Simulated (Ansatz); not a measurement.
# Molecular dynamics of GeH4ClF (part 3 of 3)

GeH4ClF; RKS PBE0/def2-SVP (Ansatz 0.2.0). It belongs to a series of runs on one base structure; here: dynamics from the highest image of the converged band.

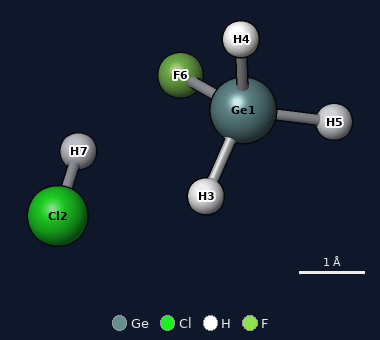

Figure 1. The geometry at step 119 of the log (ball-and-stick view, seen at a tilt; atoms are numbered from 1 in the order of the input).

Trajectory as extended XYZ, continued
```
7
Properties=species:S:1:pos:R:3:forces:R:3 step=37 time_fs=18.5 energy=-71795.57849 temperature=135.5
Ge   -0.2047    0.0021   -0.1865   -0.8122  -0.7372   0.2495
Cl    0.0382    0.0012    2.5741    0.9022   0.0297   1.1821
H     1.2860   -0.0605    0.1663   -0.0801   0.0304   0.0266
H    -0.5247    1.2753   -0.8918   -0.1624   0.6908  -0.3866
H    -0.6152   -1.2911   -0.8824    0.0489  -0.0959  -0.1913
F    -1.8669   -0.0056    0.8430    0.7181   0.0799  -0.8328
H    -1.1704   -0.0095    1.9665   -0.6145   0.0023  -0.0475
7
Properties=species:S:1:pos:R:3:forces:R:3 step=44 time_fs=22.0 energy=-71795.65441 temperature=252.5
Ge   -0.2093    0.0011   -0.1898   -1.1156  -0.1856  -0.3219
Cl    0.0413    0.0017    2.5893    0.5097   0.0214   1.0777
H     1.2749   -0.0636    0.1766   -0.0699   0.0424   0.0597
H    -0.5469    1.2939   -0.9319    0.0591   0.1101  -0.0033
H    -0.6075   -1.2708   -0.9482    0.0754  -0.0268  -0.0496
F    -1.8527   -0.0049    0.8301    0.7209   0.0325  -0.7577
H    -1.1900   -0.0069    2.0130   -0.1796   0.0060  -0.0049
7
Properties=species:S:1:pos:R:3:forces:R:3 step=52 time_fs=26.0 energy=-71795.69264 temperature=312.1
Ge   -0.2168   -0.0003   -0.1944   -1.3381   0.3904  -1.0656
Cl    0.0467    0.0022    2.6110   -0.2843   0.0114   0.8451
H     1.2535   -0.0611    0.1974    0.0097   0.0363   0.1079
H    -0.5627    1.3266   -0.9755    0.2717  -0.5209   0.4105
H    -0.5877   -1.2497   -1.0286    0.0921   0.1062   0.1520
F    -1.8312   -0.0039    0.8098    0.5955  -0.0321  -0.5889
H    -1.2288   -0.0032    2.0672    0.6533   0.0087   0.1390
7
Properties=species:S:1:pos:R:3:forces:R:3 step=59 time_fs=29.5 energy=-71795.79496 temperature=469.9
Ge   -0.2256   -0.0009   -0.2002   -1.1420   0.1696  -1.0850
Cl    0.0508    0.0028    2.6332    0.0585   0.0137   1.1324
H     1.2344   -0.0547    0.2287   -0.0284  -0.0034   0.1370
H    -0.5458    1.3019   -0.9696    0.1871  -0.0726   0.1589
H    -0.5594   -1.2210   -1.0827    0.0602  -0.0175   0.1496
F    -1.8082   -0.0032    0.7879    0.5423  -0.0919  -0.5767
H    -1.1946    0.0012    2.1300    0.3224   0.0021   0.0839
7
Properties=species:S:1:pos:R:3:forces:R:3 step=67 time_fs=33.5 energy=-71795.86104 temperature=572.7
Ge   -0.2379   -0.0014   -0.2088   -0.4832  -0.3076  -0.8490
Cl    0.0564    0.0035    2.6634    1.3540   0.0148   1.7508
H     1.2071   -0.0483    0.2835   -0.1372  -0.0621   0.1073
H    -0.5021    1.2735   -0.9465    0.0041   0.7285  -0.3376
H    -0.5190   -1.1930   -1.1251   -0.0048  -0.2244   0.0288
F    -1.7781   -0.0031    0.7587    0.2940  -0.1502  -0.3864
H    -1.1334    0.0064    2.2059   -1.0269   0.0010  -0.3140
7
Properties=species:S:1:pos:R:3:forces:R:3 step=74 time_fs=37.0 energy=-71795.97422 temperature=747.0
Ge   -0.2495   -0.0023   -0.2180    0.1860   0.2423  -1.5126
Cl    0.0650    0.0042    2.6957   -0.0273   0.0218   1.2984
H     1.1676   -0.0500    0.3448   -0.1293  -0.0878   0.0488
H    -0.4601    1.3220   -0.9585    0.0542   0.1169  -0.0560
H    -0.4838   -1.1928   -1.1565   -0.0502  -0.1207   0.0529
F    -1.7498   -0.0040    0.7306   -0.3411  -0.1680   0.0562
H    -1.1708    0.0111    2.2449    0.3078  -0.0045   0.1122
7
Properties=species:S:1:pos:R:3:forces:R:3 step=81 time_fs=40.5 energy=-71795.99782 temperature=784.1
Ge   -0.2608   -0.0027   -0.2297    0.8470   0.7610  -2.3376
Cl    0.0739    0.0049    2.7324   -0.6456   0.0332   1.1217
H     1.1140   -0.0618    0.4122   -0.0189  -0.0962   0.0145
H    -0.4123    1.3836   -0.9770    0.0712  -0.6242   0.2673
H    -0.4543   -1.2055   -1.1813   -0.0690   0.0952   0.1193
F    -1.7237   -0.0059    0.7029   -1.0475  -0.1586   0.5402
H    -1.1828    0.0153    2.2935    0.8628  -0.0105   0.2747
7
Properties=species:S:1:pos:R:3:forces:R:3 step=89 time_fs=44.5 energy=-71796.04576 temperature=858.2
Ge   -0.2720   -0.0018   -0.2476    1.6483   0.4128  -2.3747
Cl    0.0824    0.0059    2.7793    1.1371   0.0292   1.7020
H     1.0500   -0.0892    0.4906    0.0408  -0.1058  -0.0657
H    -0.3492    1.3762   -0.9663   -0.0307  -0.3056   0.0347
H    -0.4304   -1.2086   -1.1947   -0.0870   0.0935   0.0149
F    -1.7020   -0.0093    0.6754   -1.6772  -0.1282   1.0342
H    -1.1119    0.0188    2.3760   -1.0314   0.0042  -0.3455
7
Properties=species:S:1:pos:R:3:forces:R:3 step=96 time_fs=48.0 energy=-71796.09946 temperature=941.0
Ge   -0.2789   -0.0003   -0.2673    2.1705  -0.3819  -1.7180
Cl    0.0927    0.0069    2.8259    0.0416   0.0557   1.2758
H     0.9979   -0.1262    0.5507   -0.0005  -0.0919  -0.1933
H    -0.2971    1.3345   -0.9534   -0.1090   0.5649  -0.4145
H    -0.4205   -1.2007   -1.2045   -0.1193  -0.0542  -0.1568
F    -1.6939   -0.0131    0.6581   -2.0036  -0.0790   1.2676
H    -1.1333    0.0219    2.4194    0.0204  -0.0135  -0.0609
7
Properties=species:S:1:pos:R:3:forces:R:3 step=104 time_fs=52.0 energy=-71796.19206 temperature=1084.5
Ge   -0.2827    0.0007   -0.2933    1.8264  -0.2313  -1.4748
Cl    0.1045    0.0082    2.8844   -0.8966   0.0770   0.7994
H     0.9396   -0.1808    0.5925    0.0649  -0.0286  -0.2214
H    -0.2524    1.3534   -0.9898   -0.1236   0.2028  -0.1713
H    -0.4262   -1.1971   -1.2368   -0.1260   0.0040  -0.1669
F    -1.6995   -0.0181    0.6476   -1.6789   0.0056   1.0567
H    -1.1508    0.0235    2.4611    0.9338  -0.0295   0.1783
7
Properties=species:S:1:pos:R:3:forces:R:3 step=111 time_fs=55.5 energy=-71796.28602 temperature=1229.9
Ge   -0.2829    0.0012   -0.3186    0.8897   0.2023  -1.4265
Cl    0.1125    0.0097    2.9386    0.8480   0.0574   1.1911
H     0.8970   -0.2326    0.6023    0.1914   0.0280  -0.1391
H    -0.2288    1.3961   -1.0435   -0.1265  -0.5449   0.2907
H    -0.4466   -1.1928   -1.2849   -0.0877   0.1916  -0.0324
F    -1.7155   -0.0224    0.6454   -0.8675   0.0769   0.5560
H    -1.0773    0.0216    2.5111   -0.8474  -0.0113  -0.4398
7
Properties=species:S:1:pos:R:3:forces:R:3 step=119 time_fs=59.5 energy=-71796.39212 temperature=1393.6
Ge   -0.2814    0.0021   -0.3503   -0.0455  -0.1548  -0.6008
Cl    0.1240    0.0116    3.0052   -0.1719   0.0616   0.5879
H     0.8738   -0.2877    0.5928    0.1453   0.0764  -0.1314
H    -0.2195    1.3780   -1.0683   -0.0920  -0.2533   0.2464
H    -0.4824   -1.1625   -1.3450   -0.0554   0.1642   0.0184
F    -1.7401   -0.0267    0.6470    0.0603   0.1289  -0.0055
H    -1.0782    0.0172    2.5167    0.1591  -0.0230  -0.1150
7
Properties=species:S:1:pos:R:3:forces:R:3 step=126 time_fs=63.0 energy=-71796.39346 temperature=1396.3
Ge   -0.2800    0.0026   -0.3790   -0.6573  -0.8940   0.4809
Cl    0.1339    0.0134    3.0656   -1.0543   0.0501  -0.0146
H     0.8716   -0.3267    0.5677    0.0271   0.0978  -0.1605
H    -0.2228    1.3345   -1.0618   -0.0241   0.6717  -0.1392
H    -0.5210   -1.1168   -1.3966   -0.0471  -0.0505  -0.0596
F    -1.7615   -0.0296    0.6486    0.7349   0.1454  -0.3711
H    -1.0757    0.0108    2.5026    1.0208  -0.0205   0.2642
7
Properties=species:S:1:pos:R:3:forces:R:3 step=133 time_fs=66.5 energy=-71796.41680 temperature=1432.0
Ge   -0.2798    0.0017   -0.4071   -1.2661  -0.6070   0.7079
Cl    0.1410    0.0155    3.1264    0.3880   0.0446   0.5158
H     0.8739   -0.3546    0.5249    0.0378   0.0739  -0.0868
H    -0.2292    1.3576   -1.0658    0.0151   0.4886  -0.0148
H    -0.5648   -1.0754   -1.4543   -0.0050  -0.1120  -0.0524
F    -1.7784   -0.0317    0.6478    1.2947   0.1352  -0.6685
H    -0.9785    0.0020    2.5084   -0.4645  -0.0234  -0.4012
7
Properties=species:S:1:pos:R:3:forces:R:3 step=141 time_fs=70.5 energy=-71796.40860 temperature=1419.3
Ge   -0.2820   -0.0003   -0.4380   -1.6905   0.3656   0.2819
Cl    0.1501    0.0180    3.1978   -0.0082   0.0251   0.1374
H     0.8828   -0.3766    0.4647    0.0826   0.0162   0.0252
H    -0.2347    1.4387   -1.0668    0.0171  -0.5288   0.3925
H    -0.6146   -1.0408   -1.5249    0.0790   0.0401   0.1177
F    -1.7878   -0.0331    0.6420    1.6382   0.0926  -0.8039
H    -0.9154   -0.0115    2.4649   -0.1181  -0.0108  -0.1509
7
Properties=species:S:1:pos:R:3:forces:R:3 step=148 time_fs=74.0 energy=-71796.38884 temperature=1389.2
Ge   -0.2868   -0.0015   -0.4644   -1.6432   0.3972   0.4393
Cl    0.1582    0.0202    3.2607   -1.0254  -0.0283  -0.7968
H     0.8994   -0.3934    0.4134   -0.0202  -0.0190   0.0052
H    -0.2373    1.4579   -1.0250    0.0284  -0.4726   0.2717
H    -0.6492   -1.0078   -1.5742    0.1050   0.0471   0.1408
F    -1.7854   -0.0336    0.6316    1.7061   0.0359  -0.7618
H    -0.8789   -0.0244    2.4087    0.8494   0.0397   0.7016
7
Properties=species:S:1:pos:R:3:forces:R:3 step=156 time_fs=78.0 energy=-71796.42428 temperature=1443.6
Ge   -0.2956   -0.0024   -0.4935   -1.4130  -0.3336   1.0684
Cl    0.1642    0.0228    3.3300    0.1826   0.0214   0.1448
H     0.9146   -0.4156    0.3550   -0.1286  -0.0657  -0.0345
H    -0.2355    1.4284   -0.9447    0.0793   0.5479  -0.1988
H    -0.6746   -0.9662   -1.6139    0.0616  -0.1145  -0.0583
F    -1.7697   -0.0340    0.6139    1.5909  -0.0409  -0.6927
H    -0.7442   -0.0347    2.4230   -0.3727  -0.0147  -0.2289
7
Properties=species:S:1:pos:R:3:forces:R:3 step=163 time_fs=81.5 energy=-71796.44010 temperature=1468.2
Ge   -0.3057   -0.0035   -0.5173   -1.0783  -0.0928   0.9085
Cl    0.1695    0.0250    3.3908    0.3593   0.0349   0.3313
H     0.9137   -0.4430    0.3006   -0.0816  -0.1128   0.0193
H    -0.2247    1.4543   -0.8928    0.0806   0.4141  -0.2490
H    -0.6888   -0.9415   -1.6535    0.0271  -0.1009  -0.1257
F    -1.7454   -0.0346    0.5939    1.2469  -0.1111  -0.4740
H    -0.6549   -0.0449    2.4197   -0.5541  -0.0314  -0.4105
7
Properties=species:S:1:pos:R:3:forces:R:3 step=170 time_fs=85.0 energy=-71796.43852 temperature=1466.0
Ge   -0.3175   -0.0047   -0.5397   -0.4905   0.7405   0.1620
Cl    0.1756    0.0274    3.4522   -0.6560  -0.0712  -1.0082
H     0.9034   -0.4833    0.2485   -0.0146  -0.1162   0.0697
H    -0.2052    1.5201   -0.8681    0.0145  -0.5491  -0.0918
H    -0.6993   -0.9269   -1.7057    0.0288   0.0880   0.0158
F    -1.7135   -0.0359    0.5710    0.6666  -0.1657  -0.0696
H    -0.6178   -0.0573    2.3859    0.4513   0.0738   0.9222
7
Properties=species:S:1:pos:R:3:forces:R:3 step=178 time_fs=89.0 energy=-71796.44773 temperature=1479.7
Ge   -0.3319   -0.0047   -0.5650    0.4468   0.6373  -0.4153
Cl    0.1806    0.0298    3.5190    0.0828   0.0084  -0.0138
H     0.8881   -0.5449    0.1976   -0.0544  -0.0453   0.0186
H    -0.1804    1.5257   -0.8551    0.0059  -0.5552  -0.1185
H    -0.7077   -0.8981   -1.7632   -0.0065   0.1616   0.0855
F    -1.6724   -0.0387    0.5446   -0.2249  -0.1963   0.5056
H    -0.5317   -0.0631    2.4515   -0.2496  -0.0104  -0.0622
7
Properties=species:S:1:pos:R:3:forces:R:3 step=185 time_fs=92.5 energy=-71796.40026 temperature=1406.6
Ge   -0.3438   -0.0037   -0.5878    1.3117  -0.2668  -0.6962
Cl    0.1850    0.0320    3.5772    0.5055   0.0749   0.6757
H     0.8682   -0.6048    0.1556   -0.0950   0.0265  -0.0450
H    -0.1569    1.4692   -0.8594    0.1059   0.4138  -0.2544
H    -0.7163   -0.8547   -1.8048   -0.1049   0.0286  -0.0411
F    -1.6377   -0.0423    0.5247   -1.0752  -0.1971   1.1152
H    -0.4807   -0.0690    2.5091   -0.6479  -0.0799  -0.7543
7
Properties=species:S:1:pos:R:3:forces:R:3 step=193 time_fs=96.5 energy=-71796.34518 temperature=1321.7
Ge   -0.3547   -0.0030   -0.6153    1.9446  -0.3404  -1.2660
Cl    0.1913    0.0346    3.6452   -0.5561  -0.0995  -1.0557
H     0.8338   -0.6699    0.1020    0.0060   0.0496  -0.0365
H    -0.1156    1.4572   -0.8983    0.0982   0.4952  -0.1546
H    -0.7415   -0.8012   -1.8580   -0.1861  -0.0566  -0.0854
F    -1.6063   -0.0480    0.5106   -1.7217  -0.1430   1.6379
H    -0.4888   -0.0827    2.5110    0.4151   0.0946   0.9602
7
Properties=species:S:1:pos:R:3:forces:R:3 step=200 time_fs=100.0 energy=-71796.35911 temperature=1342.7
Ge   -0.3610   -0.0029   -0.6416    1.9211   0.4208  -1.6929
Cl    0.1955    0.0367    3.7019   -0.0222  -0.0090  -0.1557
H     0.8041   -0.7209    0.0504    0.1334   0.0415  -0.0190
H    -0.0686    1.5009   -0.9508   -0.0973  -0.4378   0.1346
H    -0.7855   -0.7595   -1.9129   -0.1469   0.0290   0.1040
F    -1.5898   -0.0539    0.5088   -1.6870  -0.0490   1.5759
H    -0.4640   -0.0863    2.5993   -0.1011   0.0045   0.0531
```

The run was set up as follows.

Input
```yaml
crystal:
  periodic: [false, false, false]
  atoms:
    - { symbol: Ge, position_ang: [-0.193172, 0.0, -0.165841] }
    - { symbol: Cl, position_ang: [0.040022, 0.0, 2.530784] }
    - { symbol: H, position_ang: [1.326835, 0.0, 0.04954] }
    - { symbol: H, position_ang: [-0.613644, 1.301965, -0.852768] }
    - { symbol: H, position_ang: [-0.613644, -1.301965, -0.852768] }
    - { symbol: F, position_ang: [-1.903704, 0.0, 0.854307] }
    - { symbol: H, position_ang: [-1.325192, 0.0, 1.839945] }
basis:
  gaussian: { orbitals: def2-SVP }
hamiltonian:
  xc: pbe0
md:
  timestep: 0.5
  n_steps: 200
  ensemble: nve
  temperature: 100.0
  initial_velocities: maxwell_boltzmann
  seed: 8922
```

Run as:
```bash
ansatz run input.yaml --threads 2 --pin off --max-ram 3072MiB --backend cpu --events-out ev --progress --plain --runs-dir out
```

Key numbers

| quantity | value |
| --- | --- |
| outcome | finished |
| mean temperature over the second half | 1374 K |
| trajectory | 200 steps, 100 fs |
| ensemble | nve |
| temperature in the input | 100.0 K |
| time step | 0.5 fs |
| potential energy (last step) | −71796.3591 eV |
| mean-field energy (last step) | −71796.3591 eV |
| largest force (length of the vector) (last step) | 2.595 eV/Å |
| hardware | 2 threads of Arm Neoverse V1, 24 GiB of memory available, shared host |
| wall time | 5.9 min (CPU time 11 min) |
| peak memory | 0.17 GiB |

Notes

So short a trajectory is not equilibrated.
